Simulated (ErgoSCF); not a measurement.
# triplet CH3BN−: a chain of runs

Aim: the energy (triplet CH3BN−, UPBE/pcseg-1), then a single-point energy (singlet CH3BN−, PBE/pcseg-1), then a single-point energy (singlet CH3BN−, PBE/pcseg-1) of CH3BN. 

The results are computed with ErgoSCF 3.8.

## (1) Starting point

The species is CH3BN− (6 atoms), meant as a triplet with charge -1. SMILES of the parent species: `[BH3-]C#N`. The shape is that of a GFN2-xTB optimisation. That shape belongs to the parent species and isn't relaxed for this state.

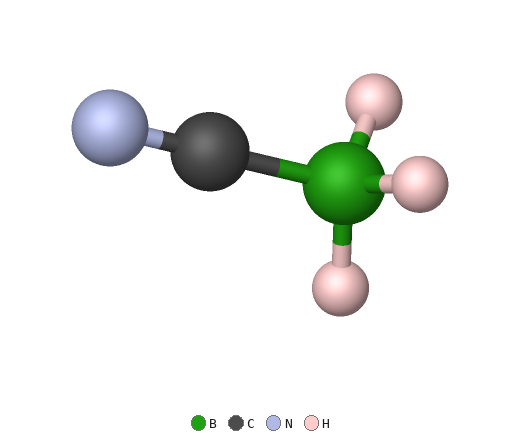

The structure, seen from a chosen angle (boron green, carbon dark grey, nitrogen light blue, hydrogen pink).

## (2) The energy at UPBE/pcseg-1 (run 1)

The input, run.inp:

```
set_nthreads(1)
basis = "pcseg-1"
scf.output_mulliken_pop = 1
scf.convergence_threshold = 1e-06
charge = -1
spin_polarization = 2
scf.use_diagonalization = 1
XC.type = "GC2"
tmpdir = "."
scf.max_number_of_iterations = 70
molecule_inline Angstrom
B       -0.274220       0.361640      -0.245060
C        0.552190      -0.729680       0.493070
N        1.168130      -1.542260       1.043470
H       -1.344600      -0.122440      -0.588070
H        0.356920       0.734400      -1.225380
H       -0.458410       1.298330       0.521960
EOF
run "PBE"
```

The basis set pcseg-1 is read from a file made from the Basis Set Exchange's data (not shown).

Command:

```sh
ergo < run.inp
```

Standard output:

```text
INMA ERGO version 3.8
INMA  basis := pcseg-1
INMA Basis really set to pcseg-1
INMA  output_mulliken_pop := 1
INMA  convergence_threshold := 1e-06
INMA  charge := -1
INMA  spin_polarization := 2
INMA  use_diagonalization := 1
INMA  type := GC2
INMA  max_number_of_iterations := 70
INMA B (charge=5.0) -0.518201 0.683401 -0.463096
INMA C (charge=6.0) 1.043488 -1.378895 0.931767
INMA N (charge=7.0) 2.207446 -2.914449 1.971873
INMA H (charge=1.0) -2.540926 -0.231378 -1.111291
INMA H (charge=1.0) 0.674481 1.387815 -2.315633
INMA H (charge=1.0) -0.866269 2.453488 0.986361
INMA running PBE
INDF      This is a DFT calculation of type: PBE
INDF Weighted mixed functional:
INDF                      Pbex:    1.00000
INDF                      PBEC:    1.00000
INMA Running PBE
INSC SCF_general constructor, number of basis functions: 57
INSC Min internuclear distance:      2.18964 a.u.  =      1.15871 Angstrom
INSC Max internuclear distance:      6.26513 a.u.  =      3.31536 Angstrom
INSC Euclidean norm of overlap matrix =          4.96210167631  (acc 1.49e-08)
INSC Euclidean norm of invCholFactor after truncation =         13.00232037467
INSC Beginning of SCF cycle 1
INDF Grid for charge 5: 42 radial points, 7404 total, r=21.435897
INDF Grid for charge 6: 42 radial points, 7680 total, r=21.435897
INDF Grid for charge 7: 42 radial points, 7752 total, r=21.435897
INDF Grid for charge 1: 37 radial points, 3746 total, r=20.545239
INDF Generating GC2 grid Radint = 5e-09 AngInt: [ 6 29 ]
INDF Grid pruned from 34074 to 32348 grid points.
INDF Electrons:  22.0001002   5e-06:  U-xc energy -10.066214 (serial)
INSC nuclearEnergy, energy_2el, energy = 51.043412, 72.311593, -41.046853
INSC Energy   1 =        -41.04685260369
INSC maxabs FDS-SDF (alpha) is     1.91
INSC maxabs FDS-SDF (beta ) is     1.59
INDE E_HOMO =         -0.23733020102
INDE E_LUMO =         -0.16997998666
INDE E_HOMO =         -1.23564420383
INDE E_LUMO =         -1.12521027144
INSC <S2>_exact =   2.000, <S2> =          2.00001457695
INSC Beginning of SCF cycle 2
INDF Electrons:  22.0000014   6e-08:  U-xc energy -21.861674 (serial)
INSC nuclearEnergy, energy_2el, energy = 51.043412, 142.300220, -97.519135
INSC Energy   2 =        -97.51913491647
INSC maxabs FDS-SDF (alpha) is    0.534
INSC maxabs FDS-SDF (beta ) is    0.523
INSC using DIIS to get combined Fock matrix, number of iters used for DIIS:  2
INDE E_HOMO =          0.04786164189
INDE E_LUMO =          0.04799733381
INDE E_HOMO =         -0.19267911712
INDE E_LUMO =         -0.01294874353
INSC <S2>_exact =   2.000, <S2> =          2.00272945578
INSC Beginning of SCF cycle 3
INDF Electrons:  22.0000621   3e-06:  U-xc energy -17.543511 (serial)
INSC nuclearEnergy, energy_2el, energy = 51.043412, 91.982606, -91.646519
INSC Energy   3 =        -91.64651931898  ( diff      5.872615597495610 )
INSC maxabs FDS-SDF (alpha) is    0.461
INSC maxabs FDS-SDF (beta ) is    0.541
INSC restarting DIIS because energy did not improve.
INSC mixing best Fock matrix so far with next one, stepLength =   0.400000
INDE E_HOMO =          0.12397961429
INDE E_LUMO =          0.13830177271
INDE E_HOMO =          0.08306108353
INDE E_LUMO =          0.08307421923
INSC <S2>_exact =   2.000, <S2> =          2.00075388747
INSC Beginning of SCF cycle 4
INDF Electrons:  22.0000135   6e-07:  U-xc energy -17.990311 (serial)
INSC nuclearEnergy, energy_2el, energy = 51.043412, 98.854890, -116.289808
INSC Energy   4 =       -116.28980805047  ( diff    -18.770673133996297 )
INSC maxabs FDS-SDF (alpha) is    0.325
INSC maxabs FDS-SDF (beta ) is    0.355
INSC mixing best Fock matrix so far with next one, stepLength =   0.400000
INSC increased steplength by factor 1.1, stepLength =   0.440000
INDE E_HOMO =          0.16912977145
INDE E_LUMO =          0.18106103323
INDE E_HOMO =          0.03277120348
INDE E_LUMO =          0.03331403119
INSC <S2>_exact =   2.000, <S2> =          2.00109336805
INSC Beginning of SCF cycle 5
INDF Electrons:  22.0000250   1e-06:  U-xc energy -18.093845 (serial)
INSC nuclearEnergy, energy_2el, energy = 51.043412, 101.161041, -118.322374
INSC Energy   5 =       -118.32237371364  ( diff     -2.032565663170828 )
INSC maxabs FDS-SDF (alpha) is    0.266
INSC maxabs FDS-SDF (beta ) is    0.273
INSC mixing best Fock matrix so far with next one, stepLength =   0.440000
INSC increased steplength by factor 1.1, stepLength =   0.484000
INDE E_HOMO =          0.20900215187
INDE E_LUMO =          0.25131928096
INDE E_HOMO =          0.08875581055
INDE E_LUMO =          0.10051666120
INSC <S2>_exact =   2.000, <S2> =          2.00342048644
INSC Beginning of SCF cycle 6
INDF Electrons:  22.0000299   1e-06:  U-xc energy -17.050975 (serial)
INSC nuclearEnergy, energy_2el, energy = 51.043412, 91.320640, -117.902754
INSC Energy   6 =       -117.90275350054  ( diff      0.419620213097119 )
INSC maxabs FDS-SDF (alpha) is    0.262
INSC maxabs FDS-SDF (beta ) is    0.278
INSC restarting DIIS because energy did not improve.
INSC changing stepLength from   0.484000 to   0.242000
INSC mixing best Fock matrix so far with next one, stepLength =   0.242000
INDE E_HOMO =          0.23789436546
INDE E_LUMO =          0.24105315773
INDE E_HOMO =          0.00238622408
INDE E_LUMO =          0.01403506136
INSC <S2>_exact =   2.000, <S2> =          2.00173401623
INSC Beginning of SCF cycle 7
INDF Electrons:  22.0000488   2e-06:  U-xc energy -17.519308 (serial)
INSC nuclearEnergy, energy_2el, energy = 51.043412, 95.327612, -119.095608
INSC Energy   7 =       -119.09560755314  ( diff     -0.773233839496299 )
INSC maxabs FDS-SDF (alpha) is   0.0391
INSC maxabs FDS-SDF (beta ) is   0.0394
INSC mixing best Fock matrix so far with next one, stepLength =   0.242000
INSC increased steplength by factor 1.1, stepLength =   0.266200
INDE E_HOMO =          0.22047549364
INDE E_LUMO =          0.23071748806
INDE E_HOMO =         -0.01503287547
INDE E_LUMO =         -0.00418551780
INSC <S2>_exact =   2.000, <S2> =          2.00165037992
INSC Beginning of SCF cycle 8
INDF Electrons:  22.0000432   2e-06:  U-xc energy -17.564083 (serial)
INSC nuclearEnergy, energy_2el, energy = 51.043412, 95.975735, -119.119006
INSC Energy   8 =       -119.11900554584  ( diff     -0.023397992702428 )
INSC maxabs FDS-SDF (alpha) is   0.0306
INSC maxabs FDS-SDF (beta ) is   0.0304
INSC mixing best Fock matrix so far with next one, stepLength =   0.266200
INSC increased steplength by factor 1.1, stepLength =   0.292820
INDE E_HOMO =          0.21610955230
INDE E_LUMO =          0.22988801963
INDE E_HOMO =         -0.02163057907
INDE E_LUMO =         -0.00824076422
INSC <S2>_exact =   2.000, <S2> =          2.00170208175
INSC Beginning of SCF cycle 9
INDF Electrons:  22.0000451   2e-06:  U-xc energy -17.519117 (serial)
INSC nuclearEnergy, energy_2el, energy = 51.043412, 95.417702, -119.126050
INSC Energy   9 =       -119.12605040186  ( diff     -0.007044856021651 )
INSC maxabs FDS-SDF (alpha) is   0.0222
INSC maxabs FDS-SDF (beta ) is    0.022
INSC mixing best Fock matrix so far with next one, stepLength =   0.292820
INSC increased steplength by factor 1.1, stepLength =   0.322102
INDE E_HOMO =          0.20422841868
INDE E_LUMO =          0.22189359003
INDE E_HOMO =         -0.03127086966
INDE E_LUMO =         -0.01761902794
INSC <S2>_exact =   2.000, <S2> =          2.00193274864
INSC Beginning of SCF cycle 10
INDF Electrons:  22.0000422   2e-06:  U-xc energy -17.533331 (serial)
INSC nuclearEnergy, energy_2el, energy = 51.043412, 95.713465, -119.129299
INSC Energy  10 =       -119.12929853959  ( diff     -0.003248137726985 )
INSC maxabs FDS-SDF (alpha) is    0.016
INSC maxabs FDS-SDF (beta ) is   0.0158
INSC mixing best Fock matrix so far with next one, stepLength =   0.322102
INSC increased steplength by factor 1.1, stepLength =   0.354312
INDE E_HOMO =          0.20069625938
INDE E_LUMO =          0.22058943398
INDE E_HOMO =         -0.03623958908
INDE E_LUMO =         -0.01956394062
INSC <S2>_exact =   2.000, <S2> =          2.00218918796
[... 50 further cycles ...]
INSC Beginning of SCF cycle 61
INDF Electrons:  22.0000395   2e-06:  U-xc energy -17.514055 (serial)
INSC nuclearEnergy, energy_2el, energy = 51.043412, 95.557319, -119.132371
INSC Energy  61 =       -119.13237128326  ( diff     -0.000000077814832 )
INSC maxabs FDS-SDF (alpha) is 8.51e-05
INSC maxabs FDS-SDF (beta ) is 0.000102
INSC using DIIS to get combined Fock matrix, number of iters used for DIIS:  9
INDE E_HOMO =          0.18536421719
INDE E_LUMO =          0.21204063138
INDE E_HOMO =         -0.04885607565
INDE E_LUMO =         -0.02544615943
INSC <S2>_exact =   2.000, <S2> =          2.00341659403
INSC Beginning of SCF cycle 62
INDF Electrons:  22.0000393   2e-06:  U-xc energy -17.514092 (serial)
INSC nuclearEnergy, energy_2el, energy = 51.043412, 95.555710, -119.132371
INSC Energy  62 =       -119.13237124835  ( diff      0.000000034919623 )
INSC maxabs FDS-SDF (alpha) is 0.000191
INSC maxabs FDS-SDF (beta ) is  0.00023
INSC restarting DIIS because energy did not improve.
INSC mixing best Fock matrix so far with next one, stepLength =   0.327750
INDE E_HOMO =          0.18546609884
INDE E_LUMO =          0.21186249817
INDE E_HOMO =         -0.04873421892
INDE E_LUMO =         -0.02563194190
INSC <S2>_exact =   2.000, <S2> =          2.00341872327
INSC Beginning of SCF cycle 63
INDF Electrons:  22.0000394   2e-06:  U-xc energy -17.514211 (serial)
INSC nuclearEnergy, energy_2el, energy = 51.043412, 95.560577, -119.132371
INSC Energy  63 =       -119.13237140775  ( diff     -0.000000124481375 )
INSC maxabs FDS-SDF (alpha) is 8.92e-05
INSC maxabs FDS-SDF (beta ) is 7.99e-05
INSC mixing best Fock matrix so far with next one, stepLength =   0.327750
INSC increased steplength by factor 1.1, stepLength =   0.360525
INDE E_HOMO =          0.18553235217
INDE E_LUMO =          0.21188009505
INDE E_HOMO =         -0.04870499899
INDE E_LUMO =         -0.02561696139
INSC <S2>_exact =   2.000, <S2> =          2.00341538181
INSC Beginning of SCF cycle 64
INDF Electrons:  22.0000395   2e-06:  U-xc energy -17.513997 (serial)
INSC nuclearEnergy, energy_2el, energy = 51.043412, 95.557562, -119.132371
INSC Energy  64 =       -119.13237146790  ( diff     -0.000000060158129 )
INSC maxabs FDS-SDF (alpha) is 5.42e-05
INSC maxabs FDS-SDF (beta ) is 6.44e-05
INSC mixing best Fock matrix so far with next one, stepLength =   0.360525
INSC increased steplength by factor 1.1, stepLength =   0.396577
INDE E_HOMO =          0.18551818632
INDE E_LUMO =          0.21183681303
INDE E_HOMO =         -0.04870244936
INDE E_LUMO =         -0.02566005472
INSC <S2>_exact =   2.000, <S2> =          2.00341353617
INSC Beginning of SCF cycle 65
INDF Electrons:  22.0000395   2e-06:  U-xc energy -17.514136 (serial)
INSC nuclearEnergy, energy_2el, energy = 51.043412, 95.560003, -119.132371
INSC Energy  65 =       -119.13237148690  ( diff     -0.000000018997810 )
INSC maxabs FDS-SDF (alpha) is 5.74e-05
INSC maxabs FDS-SDF (beta ) is 5.22e-05
INSC mixing best Fock matrix so far with next one, stepLength =   0.396577
INSC increased steplength by factor 1.1, stepLength =   0.436235
INDE E_HOMO =          0.18556753142
INDE E_LUMO =          0.21185680744
INDE E_HOMO =         -0.04868244490
INDE E_LUMO =         -0.02564489570
INSC <S2>_exact =   2.000, <S2> =          2.00341122037
INSC Beginning of SCF cycle 66
INDF Electrons:  22.0000395   2e-06:  U-xc energy -17.513956 (serial)
INSC nuclearEnergy, energy_2el, energy = 51.043412, 95.557321, -119.132371
INSC Energy  66 =       -119.13237147863  ( diff      0.000000008271030 )
INSC maxabs FDS-SDF (alpha) is 5.61e-05
INSC maxabs FDS-SDF (beta ) is 6.86e-05
INSC restarting DIIS because energy did not improve.
INSC changing stepLength from   0.436235 to   0.218118
INSC mixing best Fock matrix so far with next one, stepLength =   0.218118
INDE E_HOMO =          0.18554532744
INDE E_LUMO =          0.21184781082
INDE E_HOMO =         -0.04869145813
INDE E_LUMO =         -0.02565172235
INSC <S2>_exact =   2.000, <S2> =          2.00341226194
INSC Beginning of SCF cycle 67
INDF Electrons:  22.0000395   2e-06:  U-xc energy -17.514037 (serial)
INSC nuclearEnergy, energy_2el, energy = 51.043412, 95.558528, -119.132372
INSC Energy  67 =       -119.13237154072  ( diff     -0.000000053821054 )
INSC maxabs FDS-SDF (alpha) is 2.76e-05
INSC maxabs FDS-SDF (beta ) is 3.14e-05
INSC mixing best Fock matrix so far with next one, stepLength =   0.218118
INSC increased steplength by factor 1.1, stepLength =   0.239929
INDE E_HOMO =          0.18554755062
INDE E_LUMO =          0.21183956155
INDE E_HOMO =         -0.04868870394
INDE E_LUMO =         -0.02566107012
INSC <S2>_exact =   2.000, <S2> =          2.00341147737
INSC Beginning of SCF cycle 68
INDF Electrons:  22.0000395   2e-06:  U-xc energy -17.514050 (serial)
INSC nuclearEnergy, energy_2el, energy = 51.043412, 95.558799, -119.132372
INSC Energy  68 =       -119.13237154678  ( diff     -0.000000006055075 )
INSC maxabs FDS-SDF (alpha) is  2.4e-05
INSC maxabs FDS-SDF (beta ) is 2.68e-05
INSC mixing best Fock matrix so far with next one, stepLength =   0.239929
INSC increased steplength by factor 1.1, stepLength =   0.263922
INDE E_HOMO =          0.18555360302
INDE E_LUMO =          0.21183580203
INDE E_HOMO =         -0.04868509034
INDE E_LUMO =         -0.02566623696
INSC <S2>_exact =   2.000, <S2> =          2.00341070033
INSC Beginning of SCF cycle 69
INDF Electrons:  22.0000395   2e-06:  U-xc energy -17.514042 (serial)
INSC nuclearEnergy, energy_2el, energy = 51.043412, 95.558734, -119.132372
INSC Energy  69 =       -119.13237155058  ( diff     -0.000000003800807 )
INSC maxabs FDS-SDF (alpha) is 1.95e-05
INSC maxabs FDS-SDF (beta ) is 2.18e-05
INSC mixing best Fock matrix so far with next one, stepLength =   0.263922
INSC increased steplength by factor 1.1, stepLength =   0.290314
INDE E_HOMO =          0.18555788035
INDE E_LUMO =          0.21183170485
INDE E_HOMO =         -0.04868234087
INDE E_LUMO =         -0.02567165619
INSC <S2>_exact =   2.000, <S2> =          2.00341001425
INSC Beginning of SCF cycle 70
INDF Electrons:  22.0000395   2e-06:  U-xc energy -17.514039 (serial)
INSC nuclearEnergy, energy_2el, energy = 51.043412, 95.558749, -119.132372
INSC Energy  70 =       -119.13237155392  ( diff     -0.000000003336822 )
INSC maxabs FDS-SDF (alpha) is 1.58e-05
INSC maxabs FDS-SDF (beta ) is 1.76e-05
TISC Main SCF loop took     32.47 usr cpu s       0.17 sys cpu s      32.66 wall s
INSC SCF: dipole_moment_x [atomic units] =      -0.57860612
INSC SCF: dipole_moment_y [atomic units] =       0.83092883
INSC SCF: dipole_moment_z [atomic units] =      -0.50164348
INSC Sum of Mulliken charges (electrons):      22.0000000
INSC Mulliken charge of atom 0 =      -0.1991616
INSC Mulliken charge of atom 1 =      -0.2099684
INSC Mulliken charge of atom 2 =      -0.2808001
INSC Mulliken charge of atom 3 =      -0.1081929
INSC Mulliken charge of atom 4 =      -0.1027583
INSC Mulliken charge of atom 5 =      -0.0991188
INSC Sum of Mulliken atomic charges:      -1.0000000
INSC Mulliken spin density of atom 0 =       0.0521821
INSC Mulliken spin density of atom 1 =       0.7018888
INSC Mulliken spin density of atom 2 =       0.8320195
INSC Mulliken spin density of atom 3 =       0.0191900
INSC Mulliken spin density of atom 4 =       0.1133656
INSC Mulliken spin density of atom 5 =       0.2813540
INSC Sum of Mulliken atomic spin densities:       2.0000000
```

Standard output:

```text
Inline main molecule with 6 atoms.
```

Wall time 33 s (1 thread of Arm Neoverse V1, shared host); peak memory 0.31 GiB.

The run stopped without converging.

## (3) The singlet: a single-point energy at PBE/pcseg-1 (run 2)

Changes to run.inp since step 2:

```diff
@@ -1,10 +1,9 @@
 set_nthreads(1)
+tmpdir = "."
 basis = "pcseg-1"
+scf.use_diagonalization = 1
 scf.output_mulliken_pop = 1
+XC.type = "LMG"
 scf.convergence_threshold = 1e-06
 charge = -1
-spin_polarization = 2
-scf.use_diagonalization = 1
-XC.type = "GC2"
-tmpdir = "."
 scf.max_number_of_iterations = 70
```

The basis set pcseg-1 is read from a file made from the Basis Set Exchange's data (not shown).

Command:

```sh
ergo < run.inp
```

Standard output, cut to the lines that bear on the results:

```text
[...]
INDF Weighted mixed functional:
[...]
INSC Energy   1 =        -41.03435809643
[...]
INDE E_LUMO =          0.21673475690
[...]
INSC Energy  26 =       -119.37348852455  ( diff     -0.000000000006025 )
[...]
RESC CONVERGED after  26 iterations.
RESC FINAL ENERGY:       -119.37348852455
[...]
INSC SCF: dipole_moment_x [atomic units] =      -0.54573093
INSC SCF: dipole_moment_y [atomic units] =       0.71999764
INSC SCF: dipole_moment_z [atomic units] =      -0.48765521
[...]
```

Run time: 10 s. Hardware: 1 thread of Arm Neoverse V1, shared host; peak memory 0.31 GiB.

## (4) The singlet: the energy at PBE/pcseg-1 (run 3)

Changes to run.inp since step 3:

```diff
@@ -5,3 +5,3 @@
 scf.output_mulliken_pop = 1
-XC.type = "LMG"
+XC.type = "Turbo"
 scf.convergence_threshold = 1e-06
```

The basis set pcseg-1 is read from a file made from the Basis Set Exchange's data (not shown).

Command:

```sh
ergo < run.inp
```

Standard output, cut to the lines that bear on the results:

```text
[...]
INDF Weighted mixed functional:
[...]
INSC Energy   1 =        -41.03437106194
[...]
INDE E_LUMO =          0.21673827748
[...]
INSC Energy  26 =       -119.37356319815  ( diff     -0.000000000006594 )
[...]
RESC CONVERGED after  26 iterations.
RESC FINAL ENERGY:       -119.37356319815
[...]
INSC SCF: dipole_moment_x [atomic units] =      -0.54576884
INSC SCF: dipole_moment_y [atomic units] =       0.72004800
INSC SCF: dipole_moment_z [atomic units] =      -0.48768952
[...]
```

Wall time 10 s (1 thread of Arm Neoverse V1, shared host); peak memory 0.31 GiB.

## (5) Outcome

| quantity | value |
| --- | --- |
| singlet, run 2: total energy | -119.37349 Eh |
| singlet, run 3: total energy | -119.37356 Eh |
| run 1, UPBE/pcseg-1 | no result (not converged) |

Mulliken charges (singlet, run 2) run from -0.33 on N3 to -0.11 on C2; they depend strongly on the basis. 1 of the 3 runs did not end normally.
